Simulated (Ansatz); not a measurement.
Run report: GaN2H5Cl, molecular dynamics (part 1 of 3)

The run: molecular dynamics of GaN2H5Cl, multiplicity 2. Method and program: UKS PBE/def2-SVP (Ansatz 0.2.0).

It belongs to a series of runs on one base structure; here: dynamics from the highest image of the converged band. Figures and captions count atoms from 1; the log counts them from 0 in places.

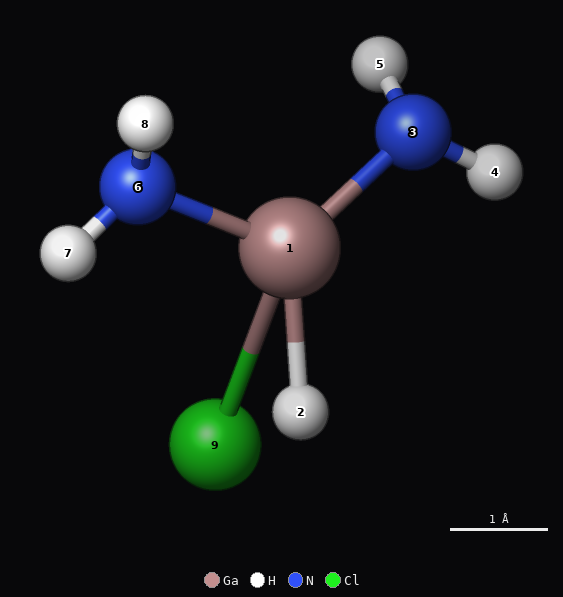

The starting structure (ball-and-stick view, seen at a tilt; atoms are numbered from 1 in the order of the input). Sticks mark near contacts.

## Summary

- outcome: finished
- mean temperature over the second half: 309 K
- trajectory: 200 steps, 100 fs
- ensemble: nve
- temperature in the input: 300.0 K
- time step: 0.5 fs
- potential energy (last step): −67932.3362 eV
- mean-field energy (last step): −67932.3362 eV
- ⟨S²⟩ (last step): 0.752
- largest force (length of the vector) (last step): 1.386 eV/Å
- hardware: 4 threads of Arm Neoverse V2, 24 GiB of memory available, shared host
- wall time: 5.6 min (CPU time 21 min)
- peak memory: 0.18 GiB

So short a trajectory is not equilibrated.

## Input file
```yaml
crystal:
  periodic: [false, false, false]
  atoms:
    - { symbol: Ga, position_ang: [0.037137, 0.25254, 0.047595] }
    - { symbol: H, position_ang: [0.028892, 0.182412, 1.779345] }
    - { symbol: "N", position_ang: [1.58481, 0.408888, -0.954846] }
    - { symbol: H, position_ang: [2.44568, 0.556901, -0.417454] }
    - { symbol: H, position_ang: [1.744743, -0.371407, -1.604365] }
    - { symbol: "N", position_ang: [-1.574079, -0.036492, -0.815058] }
    - { symbol: H, position_ang: [-2.392815, -0.207025, -0.222034] }
    - { symbol: H, position_ang: [-1.826327, 0.629023, -1.554359] }
    - { symbol: Cl, position_ang: [-0.048037, -1.414842, 2.201175] }
magnetization:
  spin_polarized: true
  initial_magnetization: 1
basis:
  gaussian: { orbitals: def2-SVP }
hamiltonian:
  xc: pbe
md:
  timestep: 0.5
  n_steps: 200
  ensemble: nve
  temperature: 300.0
  initial_velocities: maxwell_boltzmann
  seed: 7954
```

Command:
```bash
ansatz run input.yaml --threads 4 --pin off --max-ram 5120MiB --backend cpu --events-out ev --progress --plain --runs-dir out
```

## The program's output
```
Engine: ansatz 0.2.0, aarch64-unknown-linux-gnu
Functional definition: PBE
  parameter kappa = 0.804
  parameter beta = 0.06672455060314922
  exchange = pbe_x(kappa = kappa, mu = beta*pi^2/3)
  correlation = pbe_c(beta = beta)
1184 factors; their error is unknown
mean field evaluation 1: about -67915.1452 eV, gradient 6.6e1 eV
mean field evaluation 2: about -67807.6431 eV, gradient 1.4e2 eV
mean field evaluation 4: about -67929.9807 eV, gradient 1.9e1 eV
mean field evaluation 8: about -67932.3814 eV, gradient 2.9e-1 eV
mean field evaluation 16: about -67932.3223 eV, gradient 1.3e-3 eV
mean field -67932.32226153 eV, -2496.4667969295 hartree, gradient 4.6e-5 eV, S^2 0.751614; 1 other end points of the search recorded, 0 dependent functions left out
the calculation of the forces begins
reference -67932.32230160 eV, -2496.4667984018 hartree; 34, 33 occupied and 69, 70 virtual orbitals, 1184 factors
md step     0: t =     0.00 fs  T =   300.0 K  F+E_penalty+E_count = -67932.32226153 eV  E_kin = 0.271446 eV  conserved = -67932.05081554 eV  (46 SCF iters)
these checks for a lower state are left out or cut short: starts, cluster_reference, orbital_swaps, neighbouring_geometries, increment
1184 factors; their error is unknown
mean field evaluation 32: about -67932.3166 eV, gradient 2.0e-5 eV
mean field -67932.31655006 eV, -2496.4665870367 hartree, gradient 2.0e-5 eV, S^2 0.751625; 0 other end points of the search recorded, 0 dependent functions left out
the calculation of the forces begins
reference -67932.31659013 eV, -2496.4665885091 hartree; 34, 33 occupied and 69, 70 virtual orbitals, 1184 factors
md step     1: t =     0.50 fs  T =   293.9 K  F+E_penalty+E_count = -67932.31655006 eV  E_kin = 0.265911 eV  conserved = -67932.05063951 eV  (34 SCF iters)
[... from here on the SCF iterations and repeated set-up lines of each step are left out, up to the last step ...]
md step     2: t =     1.00 fs  T =   277.8 K  F+E_penalty+E_count = -67932.30165670 eV  E_kin = 0.251336 eV  conserved = -67932.05032021 eV  (34 SCF iters)
md step     3: t =     1.50 fs  T =   256.9 K  F+E_penalty+E_count = -67932.28242134 eV  E_kin = 0.232434 eV  conserved = -67932.04998695 eV  (34 SCF iters)
md step     4: t =     2.00 fs  T =   236.8 K  F+E_penalty+E_count = -67932.26403341 eV  E_kin = 0.214297 eV  conserved = -67932.04973668 eV  (34 SCF iters)
md step     5: t =     2.50 fs  T =   222.0 K  F+E_penalty+E_count = -67932.25045464 eV  E_kin = 0.200831 eV  conserved = -67932.04962369 eV  (34 SCF iters)
md step     6: t =     3.00 fs  T =   214.2 K  F+E_penalty+E_count = -67932.24349462 eV  E_kin = 0.193828 eV  conserved = -67932.04966649 eV  (35 SCF iters)
md step     7: t =     3.50 fs  T =   212.9 K  F+E_penalty+E_count = -67932.24249233 eV  E_kin = 0.192641 eV  conserved = -67932.04985167 eV  (35 SCF iters)
md step     8: t =     4.00 fs  T =   214.9 K  F+E_penalty+E_count = -67932.24454831 eV  E_kin = 0.194417 eV  conserved = -67932.05013164 eV  (35 SCF iters)
md step     9: t =     4.50 fs  T =   215.4 K  F+E_penalty+E_count = -67932.24533077 eV  E_kin = 0.194911 eV  conserved = -67932.05041933 eV  (34 SCF iters)
md step    10: t =     5.00 fs  T =   209.9 K  F+E_penalty+E_count = -67932.24050584 eV  E_kin = 0.189914 eV  conserved = -67932.05059232 eV  (35 SCF iters)
md step    11: t =     5.50 fs  T =   195.8 K  F+E_penalty+E_count = -67932.22765622 eV  E_kin = 0.177125 eV  conserved = -67932.05053116 eV  (34 SCF iters)
md step    12: t =     6.00 fs  T =   174.5 K  F+E_penalty+E_count = -67932.20804601 eV  E_kin = 0.157846 eV  conserved = -67932.05019971 eV  (34 SCF iters)
md step    13: t =     6.50 fs  T =   151.7 K  F+E_penalty+E_count = -67932.18701543 eV  E_kin = 0.137291 eV  conserved = -67932.04972479 eV  (33 SCF iters)
md step    14: t =     7.00 fs  T =   135.4 K  F+E_penalty+E_count = -67932.17192309 eV  E_kin = 0.122550 eV  conserved = -67932.04937339 eV  (33 SCF iters)
md step    15: t =     7.50 fs  T =   131.2 K  F+E_penalty+E_count = -67932.16811529 eV  E_kin = 0.118738 eV  conserved = -67932.04937691 eV  (33 SCF iters)
md step    16: t =     8.00 fs  T =   139.0 K  F+E_penalty+E_count = -67932.17552548 eV  E_kin = 0.125789 eV  conserved = -67932.04973622 eV  (34 SCF iters)
md step    17: t =     8.50 fs  T =   153.0 K  F+E_penalty+E_count = -67932.18866789 eV  E_kin = 0.138450 eV  conserved = -67932.05021838 eV  (34 SCF iters)
md step    18: t =     9.00 fs  T =   165.2 K  F+E_penalty+E_count = -67932.20006697 eV  E_kin = 0.149516 eV  conserved = -67932.05055071 eV  (34 SCF iters)
md step    19: t =     9.50 fs  T =   169.9 K  F+E_penalty+E_count = -67932.20436805 eV  E_kin = 0.153765 eV  conserved = -67932.05060308 eV  (35 SCF iters)
md step    20: t =    10.00 fs  T =   165.8 K  F+E_penalty+E_count = -67932.20043851 eV  E_kin = 0.150024 eV  conserved = -67932.05041496 eV  (33 SCF iters)
md step    21: t =    10.50 fs  T =   155.6 K  F+E_penalty+E_count = -67932.19092126 eV  E_kin = 0.140808 eV  conserved = -67932.05011298 eV  (34 SCF iters)
md step    22: t =    11.00 fs  T =   144.3 K  F+E_penalty+E_count = -67932.18036649 eV  E_kin = 0.130543 eV  conserved = -67932.04982367 eV  (34 SCF iters)
md step    23: t =    11.50 fs  T =   136.6 K  F+E_penalty+E_count = -67932.17325450 eV  E_kin = 0.123623 eV  conserved = -67932.04963140 eV  (33 SCF iters)
md step    24: t =    12.00 fs  T =   136.0 K  F+E_penalty+E_count = -67932.17260766 eV  E_kin = 0.123033 eV  conserved = -67932.04957505 eV  (34 SCF iters)
md step    25: t =    12.50 fs  T =   143.3 K  F+E_penalty+E_count = -67932.17930792 eV  E_kin = 0.129647 eV  conserved = -67932.04966072 eV  (33 SCF iters)
md step    26: t =    13.00 fs  T =   157.1 K  F+E_penalty+E_count = -67932.19198115 eV  E_kin = 0.142113 eV  conserved = -67932.04986810 eV  (34 SCF iters)
md step    27: t =    13.50 fs  T =   173.7 K  F+E_penalty+E_count = -67932.20734036 eV  E_kin = 0.157190 eV  conserved = -67932.05015012 eV  (33 SCF iters)
md step    28: t =    14.00 fs  T =   188.5 K  F+E_penalty+E_count = -67932.22099096 eV  E_kin = 0.170565 eV  conserved = -67932.05042571 eV  (34 SCF iters)
md step    29: t =    14.50 fs  T =   196.9 K  F+E_penalty+E_count = -67932.22876209 eV  E_kin = 0.178178 eV  conserved = -67932.05058376 eV  (34 SCF iters)
md step    30: t =    15.00 fs  T =   196.6 K  F+E_penalty+E_count = -67932.22844683 eV  E_kin = 0.177928 eV  conserved = -67932.05051876 eV  (34 SCF iters)
md step    31: t =    15.50 fs  T =   189.2 K  F+E_penalty+E_count = -67932.22135712 eV  E_kin = 0.171153 eV  conserved = -67932.05020385 eV  (34 SCF iters)
md step    32: t =    16.00 fs  T =   179.9 K  F+E_penalty+E_count = -67932.21258099 eV  E_kin = 0.162820 eV  conserved = -67932.04976149 eV  (33 SCF iters)
md step    33: t =    16.50 fs  T =   176.3 K  F+E_penalty+E_count = -67932.20898961 eV  E_kin = 0.159550 eV  conserved = -67932.04943998 eV  (33 SCF iters)
md step    34: t =    17.00 fs  T =   183.5 K  F+E_penalty+E_count = -67932.21549035 eV  E_kin = 0.166042 eV  conserved = -67932.04944864 eV  (33 SCF iters)
md step    35: t =    17.50 fs  T =   201.3 K  F+E_penalty+E_count = -67932.23193781 eV  E_kin = 0.182153 eV  conserved = -67932.04978501 eV  (33 SCF iters)
md step    36: t =    18.00 fs  T =   224.3 K  F+E_penalty+E_count = -67932.25317849 eV  E_kin = 0.202945 eV  conserved = -67932.05023373 eV  (35 SCF iters)
md step    37: t =    18.50 fs  T =   245.0 K  F+E_penalty+E_count = -67932.27222884 eV  E_kin = 0.221684 eV  conserved = -67932.05054461 eV  (34 SCF iters)
md step    38: t =    19.00 fs  T =   258.0 K  F+E_penalty+E_count = -67932.28405966 eV  E_kin = 0.233461 eV  conserved = -67932.05059819 eV  (34 SCF iters)
md step    39: t =    19.50 fs  T =   262.0 K  F+E_penalty+E_count = -67932.28752856 eV  E_kin = 0.237097 eV  conserved = -67932.05043177 eV  (34 SCF iters)
md step    40: t =    20.00 fs  T =   259.5 K  F+E_penalty+E_count = -67932.28495858 eV  E_kin = 0.234796 eV  conserved = -67932.05016285 eV  (34 SCF iters)
md step    41: t =    20.50 fs  T =   254.7 K  F+E_penalty+E_count = -67932.28040784 eV  E_kin = 0.230501 eV  conserved = -67932.04990667 eV  (34 SCF iters)
md step    42: t =    21.00 fs  T =   252.1 K  F+E_penalty+E_count = -67932.27786273 eV  E_kin = 0.228124 eV  conserved = -67932.04973835 eV  (34 SCF iters)
md step    43: t =    21.50 fs  T =   254.5 K  F+E_penalty+E_count = -67932.27999958 eV  E_kin = 0.230309 eV  conserved = -67932.04969088 eV  (34 SCF iters)
md step    44: t =    22.00 fs  T =   262.8 K  F+E_penalty+E_count = -67932.28759910 eV  E_kin = 0.237831 eV  conserved = -67932.04976848 eV  (34 SCF iters)
md step    45: t =    22.50 fs  T =   275.7 K  F+E_penalty+E_count = -67932.29945355 eV  E_kin = 0.249499 eV  conserved = -67932.04995437 eV  (32 SCF iters)
md step    46: t =    23.00 fs  T =   290.0 K  F+E_penalty+E_count = -67932.31264613 eV  E_kin = 0.262437 eV  conserved = -67932.05020956 eV  (34 SCF iters)
md step    47: t =    23.50 fs  T =   301.4 K  F+E_penalty+E_count = -67932.32321495 eV  E_kin = 0.272749 eV  conserved = -67932.05046557 eV  (33 SCF iters)
md step    48: t =    24.00 fs  T =   305.8 K  F+E_penalty+E_count = -67932.32728450 eV  E_kin = 0.276660 eV  conserved = -67932.05062422 eV  (34 SCF iters)
md step    49: t =    24.50 fs  T =   300.6 K  F+E_penalty+E_count = -67932.32260381 eV  E_kin = 0.272017 eV  conserved = -67932.05058726 eV  (34 SCF iters)
md step    50: t =    25.00 fs  T =   287.0 K  F+E_penalty+E_count = -67932.30999917 eV  E_kin = 0.259678 eV  conserved = -67932.05032105 eV  (33 SCF iters)
md step    51: t =    25.50 fs  T =   269.5 K  F+E_penalty+E_count = -67932.29376272 eV  E_kin = 0.243840 eV  conserved = -67932.04992274 eV  (33 SCF iters)
md step    52: t =    26.00 fs  T =   254.7 K  F+E_penalty+E_count = -67932.28007145 eV  E_kin = 0.230465 eV  conserved = -67932.04960683 eV  (33 SCF iters)
md step    53: t =    26.50 fs  T =   247.8 K  F+E_penalty+E_count = -67932.27374616 eV  E_kin = 0.224178 eV  conserved = -67932.04956847 eV  (32 SCF iters)
md step    54: t =    27.00 fs  T =   249.3 K  F+E_penalty+E_count = -67932.27538148 eV  E_kin = 0.225559 eV  conserved = -67932.04982241 eV  (32 SCF iters)
md step    55: t =    27.50 fs  T =   255.2 K  F+E_penalty+E_count = -67932.28113465 eV  E_kin = 0.230947 eV  conserved = -67932.05018789 eV  (33 SCF iters)
md step    56: t =    28.00 fs  T =   259.6 K  F+E_penalty+E_count = -67932.28537527 eV  E_kin = 0.234934 eV  conserved = -67932.05044176 eV  (33 SCF iters)
md step    57: t =    28.50 fs  T =   258.1 K  F+E_penalty+E_count = -67932.28402929 eV  E_kin = 0.233554 eV  conserved = -67932.05047487 eV  (32 SCF iters)
md step    58: t =    29.00 fs  T =   249.8 K  F+E_penalty+E_count = -67932.27631885 eV  E_kin = 0.225996 eV  conserved = -67932.05032309 eV  (33 SCF iters)
md step    59: t =    29.50 fs  T =   236.8 K  F+E_penalty+E_count = -67932.26435282 eV  E_kin = 0.214259 eV  conserved = -67932.05009399 eV  (32 SCF iters)
md step    60: t =    30.00 fs  T =   222.9 K  F+E_penalty+E_count = -67932.25155754 eV  E_kin = 0.201672 eV  conserved = -67932.04988583 eV  (33 SCF iters)
md step    61: t =    30.50 fs  T =   211.5 K  F+E_penalty+E_count = -67932.24114841 eV  E_kin = 0.191395 eV  conserved = -67932.04975293 eV  (33 SCF iters)
md step    62: t =    31.00 fs  T =   205.0 K  F+E_penalty+E_count = -67932.23522285 eV  E_kin = 0.185512 eV  conserved = -67932.04971109 eV  (33 SCF iters)
md step    63: t =    31.50 fs  T =   204.1 K  F+E_penalty+E_count = -67932.23444612 eV  E_kin = 0.184688 eV  conserved = -67932.04975779 eV  (33 SCF iters)
md step    64: t =    32.00 fs  T =   208.0 K  F+E_penalty+E_count = -67932.23806977 eV  E_kin = 0.188188 eV  conserved = -67932.04988140 eV  (32 SCF iters)
md step    65: t =    32.50 fs  T =   214.5 K  F+E_penalty+E_count = -67932.24412641 eV  E_kin = 0.194066 eV  conserved = -67932.05006003 eV  (33 SCF iters)
md step    66: t =    33.00 fs  T =   220.6 K  F+E_penalty+E_count = -67932.24982202 eV  E_kin = 0.199571 eV  conserved = -67932.05025109 eV  (33 SCF iters)
md step    67: t =    33.50 fs  T =   223.1 K  F+E_penalty+E_count = -67932.25225127 eV  E_kin = 0.201864 eV  conserved = -67932.05038743 eV  (33 SCF iters)
md step    68: t =    34.00 fs  T =   220.0 K  F+E_penalty+E_count = -67932.24945913 eV  E_kin = 0.199065 eV  conserved = -67932.05039441 eV  (33 SCF iters)
md step    69: t =    34.50 fs  T =   211.4 K  F+E_penalty+E_count = -67932.24155633 eV  E_kin = 0.191323 eV  conserved = -67932.05023357 eV  (33 SCF iters)
md step    70: t =    35.00 fs  T =   200.3 K  F+E_penalty+E_count = -67932.23121735 eV  E_kin = 0.181263 eV  conserved = -67932.04995412 eV  (33 SCF iters)
md step    71: t =    35.50 fs  T =   191.4 K  F+E_penalty+E_count = -67932.22284383 eV  E_kin = 0.173147 eV  conserved = -67932.04969727 eV  (33 SCF iters)
md step    72: t =    36.00 fs  T =   188.7 K  F+E_penalty+E_count = -67932.22040080 eV  E_kin = 0.170785 eV  conserved = -67932.04961610 eV  (32 SCF iters)
md step    73: t =    36.50 fs  T =   193.8 K  F+E_penalty+E_count = -67932.22514317 eV  E_kin = 0.175386 eV  conserved = -67932.04975710 eV  (33 SCF iters)
md step    74: t =    37.00 fs  T =   204.4 K  F+E_penalty+E_count = -67932.23493150 eV  E_kin = 0.184911 eV  conserved = -67932.05002055 eV  (33 SCF iters)
md step    75: t =    37.50 fs  T =   216.0 K  F+E_penalty+E_count = -67932.24569600 eV  E_kin = 0.195451 eV  conserved = -67932.05024496 eV  (33 SCF iters)
md step    76: t =    38.00 fs  T =   224.9 K  F+E_penalty+E_count = -67932.25384515 eV  E_kin = 0.203518 eV  conserved = -67932.05032702 eV  (33 SCF iters)
md step    77: t =    38.50 fs  T =   229.5 K  F+E_penalty+E_count = -67932.25788123 eV  E_kin = 0.207614 eV  conserved = -67932.05026694 eV  (33 SCF iters)
md step    78: t =    39.00 fs  T =   230.3 K  F+E_penalty+E_count = -67932.25850530 eV  E_kin = 0.208377 eV  conserved = -67932.05012819 eV  (33 SCF iters)
md step    79: t =    39.50 fs  T =   229.6 K  F+E_penalty+E_count = -67932.25772665 eV  E_kin = 0.207749 eV  conserved = -67932.04997743 eV  (33 SCF iters)
md step    80: t =    40.00 fs  T =   229.9 K  F+E_penalty+E_count = -67932.25784746 eV  E_kin = 0.207993 eV  conserved = -67932.04985485 eV  (33 SCF iters)
md step    81: t =    40.50 fs  T =   233.2 K  F+E_penalty+E_count = -67932.26079601 eV  E_kin = 0.211018 eV  conserved = -67932.04977824 eV  (33 SCF iters)
md step    82: t =    41.00 fs  T =   241.0 K  F+E_penalty+E_count = -67932.26779558 eV  E_kin = 0.218038 eV  conserved = -67932.04975751 eV  (33 SCF iters)
md step    83: t =    41.50 fs  T =   253.5 K  F+E_penalty+E_count = -67932.27917618 eV  E_kin = 0.229374 eV  conserved = -67932.04980207 eV  (33 SCF iters)
md step    84: t =    42.00 fs  T =   270.0 K  F+E_penalty+E_count = -67932.29422948 eV  E_kin = 0.244314 eV  conserved = -67932.04991555 eV  (33 SCF iters)
```
